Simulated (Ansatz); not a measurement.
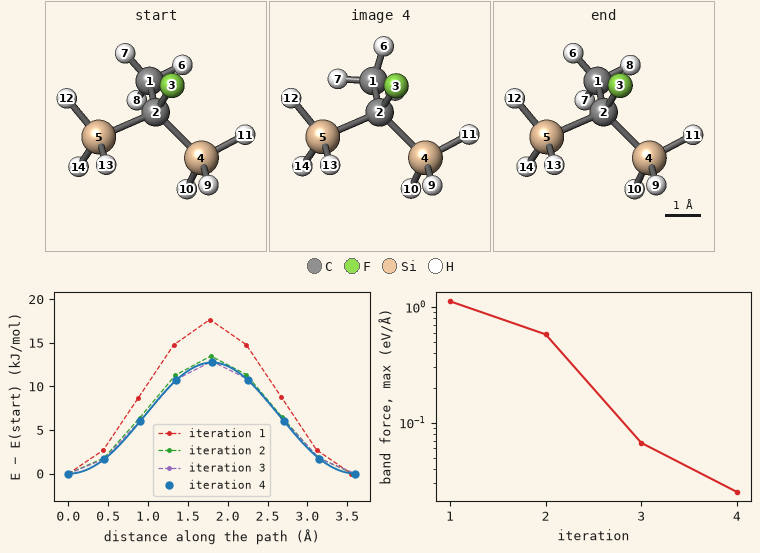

A search for the minimum-energy path of C2H9FSi2 by the nudged elastic band. Images are numbered from 0 (start) to 8 (end). The plot follows the band through its iterations. A ball-and-stick model, seen at a tilt.

These are results of Ansatz, RKS PBE0/def2-SVP, not measurements.

The input:
```yaml
crystal:
  periodic: [false, false, false]
  atoms:
    - { symbol: C, position_ang: [-1.148699, 0.329729, 1.039908] }
    - { symbol: C, position_ang: [0.18339, 0.213423, 0.318053] }
    - { symbol: F, position_ang: [1.165164, 0.86203, 1.105019] }
    - { symbol: Si, position_ang: [0.185383, 1.141967, -1.353363] }
    - { symbol: Si, position_ang: [0.772264, -1.599858, 0.173039] }
    - { symbol: H, position_ang: [-1.427854, 1.386211, 1.183912] }
    - { symbol: H, position_ang: [-1.10071, -0.143045, 2.034395] }
    - { symbol: H, position_ang: [-1.951191, -0.160708, 0.466728] }
    - { symbol: H, position_ang: [1.545464, 1.085845, -1.963626] }
    - { symbol: H, position_ang: [-0.801187, 0.509316, -2.283064] }
    - { symbol: H, position_ang: [-0.200192, 2.564887, -1.111886] }
    - { symbol: H, position_ang: [0.833378, -2.194612, 1.541997] }
    - { symbol: H, position_ang: [2.123891, -1.646909, -0.456589] }
    - { symbol: H, position_ang: [-0.191999, -2.377375, -0.665722] }
basis:
  gaussian: { orbitals: def2-SVP }
hamiltonian:
  xc: pbe0
neb:
  order_check: false
  images: 7
  f_tol: 0.03
  max_iterations: 56
  initial_path: idpp
  final_atoms:
    - { symbol: C, position_ang: [-1.15317141, 0.34642425, 1.03044282] }
    - { symbol: C, position_ang: [0.17717078, 0.23891502, 0.30494769] }
    - { symbol: F, position_ang: [1.13947292, 0.96875668, 1.04451279] }
    - { symbol: Si, position_ang: [0.13378855, 1.06680854, -1.41747179] }
    - { symbol: Si, position_ang: [0.83213289, -1.55630959, 0.25607785] }
    - { symbol: H, position_ang: [-1.07822724, -0.06287778, 2.05061739] }
    - { symbol: H, position_ang: [-1.93888652, -0.20946283, 0.49563078] }
    - { symbol: H, position_ang: [-1.47287723, 1.39763768, 1.11226602] }
    - { symbol: H, position_ang: [1.49120917, 1.02488657, -2.03448054] }
    - { symbol: H, position_ang: [-0.83396854, 0.34321183, -2.29934853] }
    - { symbol: H, position_ang: [-0.30391011, 2.48571098, -1.25637139] }
    - { symbol: H, position_ang: [0.92671575, -2.07075601, 1.65499731] }
    - { symbol: H, position_ang: [2.17860194, -1.58905332, -0.38510905] }
    - { symbol: H, position_ang: [-0.11094894, -2.41299104, -0.52791034] }
```

Run as
```bash
ansatz run input.yaml --threads 2 --pin off --max-ram 3072MiB --backend cpu --events-out ev --progress --plain --runs-dir out
```

> Judge this run.

The result is final at these settings. The band converged in 4 iterations. The largest component of the band force went from 1.1 to 0.025 eV/Å. The climbing image converged on the top of the path. Its vibrational analysis gives one imaginary mode (231i cm⁻¹), as a transition state must have. The first iteration put the highest image at 17.7 kJ/mol. The barrier is about 12.8 kJ/mol in both directions, with image 4 at the top; the ends have the same energy.

Cost: 2.3 min on 2 threads of Arm Neoverse V1, with other jobs on the host, peak memory 0.3 GiB.
